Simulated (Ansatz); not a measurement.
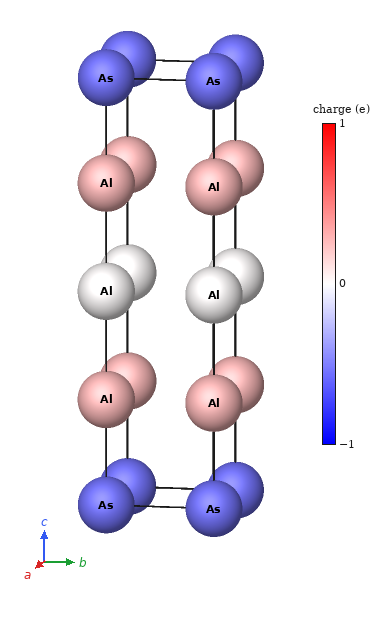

Shown here is a spheres-only view of the crystal, taken slightly off an axis. Lines trace the edges of the simulation cell. The atoms of this Al3As cell are coloured by their Bader charge.

Electronic-structure method: DFT PBE, scalar-relativistic, plane waves, PAW in Ansatz 0.2.0. Parameters: a basis cut at 420 eV, Brillouin-zone sampling on a 16×16×6 mesh, Gaussian smearing of 0.1 eV, no spin polarisation.

### Who donates electrons here and who accepts them?

Most positive: Al; most negative: As. Charges: about Al 0.0 to +0.3 e; As -0.5 e.

The structure comes from a random cell made by a generator, so it need not be a real form of the compound. Earlier steps of the study may have refined or changed the cell and positions. It was run through Ansatz as a DFT input.
